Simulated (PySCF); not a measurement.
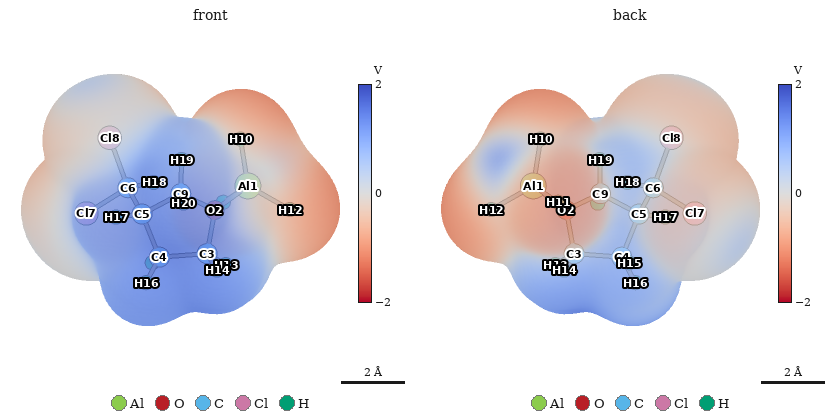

C₅H₁₁AlCl₂O (SMILES [AlH3-][O+]1CC[C@H](C(Cl)Cl)C1). The electrostatic potential painted on the density surface at 0.001 e/bohr³, seen from the front and from behind; the colour scale runs from red (negative) to blue (positive).

Geometry: GFN2-xTB.

Level of theory: PySCF, PBE0/pcSseg-1, SCF density, gas phase, non-relativistic.

Input

```
{"job": {"kind": "nmr", "xc": "PBE0", "basis": "pcSseg-1"}, "charge": 0, "multiplicity": 1}
Al     2.075637     0.710975     1.140061
O      1.060324    -0.528149     0.164715
C      0.983533    -0.279813    -1.226175
C     -0.494909     0.034432    -1.494759
C     -1.223731    -0.470145    -0.230630
C     -1.712775     0.690601     0.629114
Cl    -2.881248     1.682824    -0.270411
Cl    -2.499897     0.076328     2.099866
C     -0.112921    -1.231985     0.504488
H      1.647151     0.180145     2.557578
H      1.423883     2.064917     0.626035
H      3.470157     0.333944     0.522690
H      1.656521     0.551609    -1.444539
H      1.312347    -1.170895    -1.772995
H     -0.649179     1.103975    -1.622874
H     -0.852178    -0.472218    -2.388816
H     -2.069694    -1.116338    -0.468856
H     -0.883416     1.337648     0.939058
H     -0.211632    -1.221759     1.589517
H     -0.043121    -2.265416     0.143899
```

Run with:

```sh
OMP_NUM_THREADS=1 python probes_run.py task.json out
```

> Which sites attract a positive test charge, and which a negative one?

A positive charge is drawn to the negative regions and a negative charge to the positive ones. The most negative region (about −1.0 V) lies over H10 and H12, the most positive (about +1.5 V) over the C and H atoms. Cl7 shows a σ-hole: about +0.4 V at the tip opposite its bond, against about −0.1 V on its flanks. Cl8 shows a σ-hole: about +0.4 V at the tip opposite its bond, against about −0.2 V on its flanks.
